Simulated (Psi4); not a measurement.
# SiO (SMILES O=[Si]): PBE/def2-TZVPPD

Aim: the vertical ionisation energy of SiO at PBE/def2-TZVPPD, from 2 runs. 

The calculation is run with Psi4 1.11.

10 further runs of the same task are left out: 10 that didn't finish.

## (1) The system as given

SiO has 2 atoms, charge 0, and is taken as a singlet. As SMILES, `O=[Si]`. Geometry: relaxed at PBE0-D4/def2-TZVP.

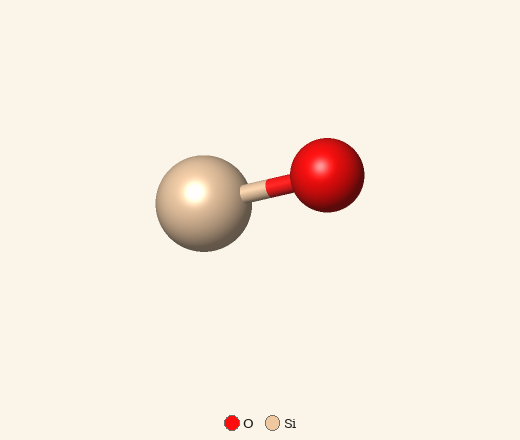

The structure, seen from a chosen angle (oxygen red, silicon light orange).

## (2) Energy and gradient at PBE/def2-TZVPPD

input.dat

```
memory 1.6 GB

molecule system {
  O     -0.640700     0.231500    -0.324000
  Si     0.640700    -0.231500     0.324000
  units angstrom
  symmetry c1
}

set {
  basis                def2-TZVPPD
  puream               true
  e_convergence        1e-09
  d_convergence        1e-08
  scf_type             pk
  dft_radial_points    99
  dft_spherical_points 590
}

result, w = gradient("pbe", return_wfn=True)
oeprop(w, "WIBERG_LOWDIN_INDICES", "LOWDIN_CHARGES", "MAYER_INDICES", title="PBE")
```

Run with:

```sh
$ psi4 -n 1 input.dat output.dat
```

output.dat:

```text
[...]
  Running in c1 symmetry.
[...]
  Nuclear repulsion =   39.283332351226669
[...]
  Multiplicity = 1
[...]
  Nalpha       = 11
  Nbeta        = 11
[...]
    Number of basis functions: 88
[...]
   @RKS iter   1:  -364.15728368701718   -1.04756e-01   1.13857e-02 ADIIS/DIIS
[...]
   @RKS iter  11:  -364.54564556995035   -6.13909e-12   4.99814e-09 DIIS
[...]
    Orbital Energies [Eh]
    ---------------------
    Doubly Occupied:
       1A    -65.439147     2A    -18.742802     3A     -5.084704
       4A     -3.497461     5A     -3.497461     6A     -3.489617
       7A     -0.862028     8A     -0.393113     9A     -0.298702
      10A     -0.298702    11A     -0.274577
[...]
  @RKS Final Energy:  -364.54564556995035
   => Energetics <=
    Nuclear Repulsion Energy =             39.2833323512266688
    One-Electron Energy =                -583.1400211523458665
    Two-Electron Energy =                 208.5353516784626606
    DFT Exchange-Correlation Energy =     -29.2243084472938861
    Empirical Dispersion Energy =           0.0000000000000000
    VV10 Nonlocal Energy =                  0.0000000000000000
    Total Energy =                       -364.5456455699503522
[...]
 Multipole Moments:
 ------------------------------------------------------------------------------------
     Multipole            Electronic (a.u.)      Nuclear  (a.u.)        Total (a.u.)
 ------------------------------------------------------------------------------------
 L = 1.  Multiply by 2.5417464519 to convert [e a0] to [Debye]
 Dipole X            :         -0.0000000            0.0000000           -0.0000000
 Dipole Y            :          0.0000000            0.0000000            0.0000000
 Dipole Z            :          1.1263169            0.0073522            1.1336691
 Magnitude           :                                                    1.1336691
[...]
  -Total Gradient:
     Atom            X                  Y                   Z
    ------   -----------------  -----------------  -----------------
       1        0.000000000214    -0.000000000034     0.022739494582
       2       -0.000000000214     0.000000000034    -0.022738010736
[...]
```

Wall time 9 s (1 thread of AMD EPYC 7B13 (Zen 3), shared host); peak memory 0.59 GiB.

## (3) The doublet cation at the same level

input.json

```json
{
 "schema_name": "qcschema_input",
 "schema_version": 1,
 "molecule": {
  "schema_name": "qcschema_molecule",
  "schema_version": 2,
  "symbols": ["O", "Si"],
  "geometry": [-1.21074753, 0.4374716, -0.61227126, 1.21074753, -0.4374716, 0.61227126],
  "molecular_charge": 1,
  "molecular_multiplicity": 2,
  "fix_symmetry": "c1",
  "fix_com": true,
  "fix_orientation": true
 },
 "driver": "gradient",
 "model": {
  "method": "pbe",
  "basis": "def2-TZVPPD"
 },
 "keywords": {
  "reference": "uks",
  "puream": true,
  "e_convergence": 1e-09,
  "d_convergence": 1e-08,
  "scf_type": "pk",
  "dft_radial_points": 99,
  "dft_spherical_points": 590,
  "maxiter": 200,
  "scf_properties": ["MAYER_INDICES", "LOWDIN_CHARGES", "MULLIKEN_CHARGES"]
 }
}
```

Run with:

```sh
$ psi4 --qcschema input.json -n 1 --memory 1600MB
```

stdout:

```text
[...]
  Running in c1 symmetry.
[...]
  Nuclear repulsion =   39.283332356482084
[...]
  Multiplicity = 2
[...]
  Nalpha       = 11
  Nbeta        = 10
[...]
    Number of basis functions: 88
[...]
   @UKS iter   1:  -363.72678025952752    3.25750e-01   1.09140e-02 ADIIS/DIIS
[...]
   @UKS iter  13:  -364.13027831328685   -1.63709e-11   4.66029e-09 DIIS
[...]
   @S^2 Observed:                7.545947255E-01
[...]
  @UKS Final Energy:  -364.13027831328685
   => Energetics <=
    Nuclear Repulsion Energy =             39.2833323564820844
    One-Electron Energy =                -575.5534902221099856
    Two-Electron Energy =                 201.0618098459504495
    DFT Exchange-Correlation Energy =     -28.9219302936094103
    Empirical Dispersion Energy =           0.0000000000000000
    VV10 Nonlocal Energy =                  0.0000000000000000
    Total Energy =                       -364.1302783132868512
[...]
 Multipole Moments:
 ------------------------------------------------------------------------------------
     Multipole            Electronic (a.u.)      Nuclear  (a.u.)        Total (a.u.)
 ------------------------------------------------------------------------------------
 L = 1.  Multiply by 2.5417464519 to convert [e a0] to [Debye]
 Dipole X            :         -5.4922236            7.2644852            1.7722616
 Dipole Y            :          1.9844697           -2.6248296           -0.6403599
 Dipole Z            :         -2.7774004            3.6736276            0.8962272
 Magnitude           :                                                    2.0866708
[...]
  Mulliken Charges: (a.u.)
   Center  Symbol    Alpha    Beta     Spin     Total
       1     O     4.23222  3.71442  0.51780  0.05335
       2    SI     6.76778  6.28558  0.48220  0.94665
   Total alpha = 11.00000, Total beta = 10.00000, Total charge =  1.00000
  Lowdin Charges: (a.u.)
   Center  Symbol    Alpha    Beta     Spin     Total
       1     O     4.35815  3.87347  0.48468 -0.23162
       2    SI     6.64185  6.12653  0.51532  1.23162
  Total alpha = 11.00000, Total beta = 10.00000, Total charge =  1.00000
[...]
  -Total Gradient:
     Atom            X                  Y                   Z
    ------   -----------------  -----------------  -----------------
       1        0.016697568650    -0.006033224841     0.008443908532
       2       -0.016696823625     0.006032955644    -0.008443531773
[...]
```

The result, in JSON:

```text
{
 "driver": "gradient",
 "model": {
  "method": "pbe",
  "basis": "def2-TZVPPD"
 },
 "success": true,
 "return_result": [0.01669756865013433, -0.006033224841050511, 0.00844390853161836, -0.01669682362547803, 0.006032955643998861, -0.008443531772744234],
 "properties": {
  "calcinfo_nbasis": 88,
  "calcinfo_nmo": 88,
  "calcinfo_nalpha": 11,
  "calcinfo_nbeta": 10,
  "calcinfo_natom": 2,
  "nuclear_repulsion_energy": 39.283332356482084,
  "return_energy": -364.13027831328685,
  "return_gradient": [0.01669756865013433, -0.006033224841050511, 0.00844390853161836, -0.01669682362547803, 0.006032955643998861, -0.008443531772744234],
  "scf_one_electron_energy": -575.55349022211,
  "scf_two_electron_energy": 201.06180984595045,
  "scf_xc_energy": -28.92193029360941,
  "scf_dipole_moment": [1.7722615727694775, -0.6403598502731802, 0.896227168093791],
  "scf_total_energy": -364.13027831328685,
  "scf_total_gradient": [0.01669756865013433, -0.006033224841050511, 0.00844390853161836, -0.01669682362547803, 0.006032955643998861, -0.008443531772744234],
  "scf_iterations": 13
 }
}
```

Wall time 13 s (1 thread of AMD EPYC 7B13 (Zen 3), shared host); peak memory 0.58 GiB.

## (4) Results

Level: PBE/def2-TZVPPD.

```
                                          quantity          value
                         singlet SiO: total energy  -364.54565 Eh
                        singlet SiO: dipole moment         2.88 D
                          singlet SiO: HOMO energy       -7.47 eV
                          singlet SiO: LUMO energy       -2.86 eV
                        singlet SiO: HOMO–LUMO gap        4.61 eV
             singlet SiO: largest force on an atom     1.169 eV/Å
                      doublet cation: total energy  -364.13028 Eh
doublet cation: HOMO energy (highest over α and β)      -16.30 eV
 doublet cation: LUMO energy (lowest over α and β)      -15.17 eV
                              doublet cation: ⟨S²⟩          0.755
          doublet cation: largest force on an atom     1.011 eV/Å
vertical ionisation energy (to the doublet cation)      11.303 eV
```

**Reading.** Removing an electron at fixed nuclei costs 11.30 eV (261 kcal/mol). The largest force (singlet SiO) is 1.17 eV/Å: the shape isn't a stationary point for this species at this level. −ε(HOMO) before ionisation, 7.47 eV, is 3.83 eV below this ionisation energy.
